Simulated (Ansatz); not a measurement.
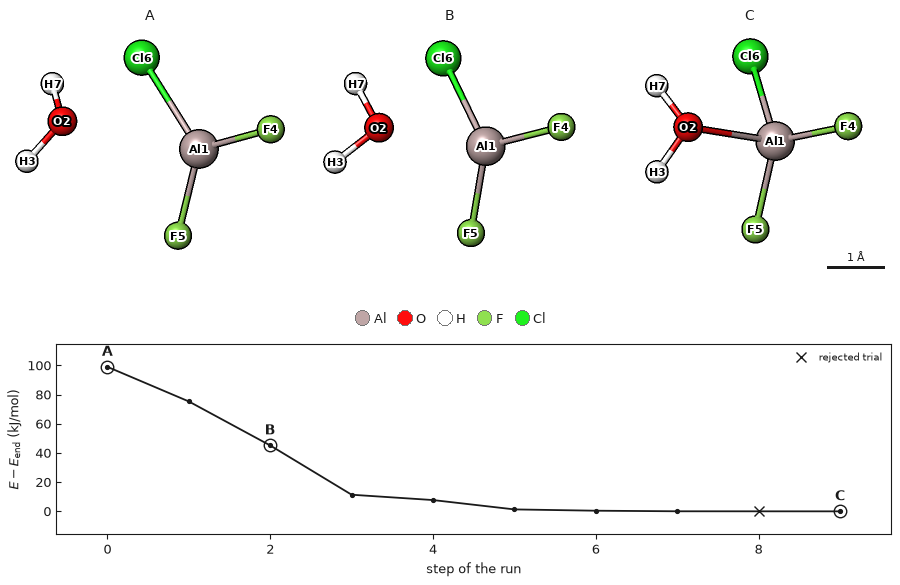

Frames of a relaxation of AlH₂OClF₂, marked on the history of the run. The picture is a ball-and-stick view, seen at a tilt.

The run prepares an end point of a later path (reaction) calculation, from a guessed geometry.

These are results of RKS PBE0-D4/def2-mTZVP in Ansatz, not measurements. (no spin polarisation; force threshold 0.03 eV/Å; at most 50 steps)

What happens along the run?

H3 moves most after the best rigid fit: 0.58 Å. Largest moves by element: H 0.58 Å, O 0.56 Å, Al 0.47 Å, F 0.45 Å, Cl 0.25 Å. Some distances before and after: Al1–O2 2.956 → 1.943 Å, Al1–Cl6 2.187 → 2.114 Å, Al1–F5 1.634 → 1.659 Å, O2–H7 0.985 → 0.969 Å. New bonds form, among them: Al1–O2 (2.96 → 1.94 Å). Bond angles that change, for instance: F4–Al1–F5 121.4° → 117.6°, H3–O2–H7 104.6° → 107.2°, F4–Al1–Cl6 119.2° → 116.7°. Over 8 accepted moves (9 points after the start) the energy falls by 99.1 kJ/mol. The largest force component goes from 1.2 to 0.021 eV/Å. The line search rejected the trial step at point 8 of the run. The run took 22 s on 4 threads of Intel(R) Xeon(R) Platinum 8259CL CPU @ 2.50GHz (Skylake/Cascade Lake) (shared host), peak memory 0.26 GiB. From step 0 to 2: O2 moves most (0.38 Å), energy −53.9 kJ/mol. From step 2 to 9: H3 moves most (0.44 Å), energy −45.2 kJ/mol.

```csv
step,"E − E(0), kJ/mol","largest force component, eV/Å",note
0,0.00,1.2383,
1,-23.71,1.2140,
2,-53.88,1.3719,
3,-87.65,0.7173,
4,-91.31,1.3224,
5,-97.72,0.2945,
6,-98.61,0.0712,
7,-99.00,0.0510,
8,-99.00,0.0734,rejected
9,-99.05,0.0207,
```

Limits of the set-up: the start holds two separate molecules, 2.6 Å apart at their closest, whose relative position is a soft coordinate.
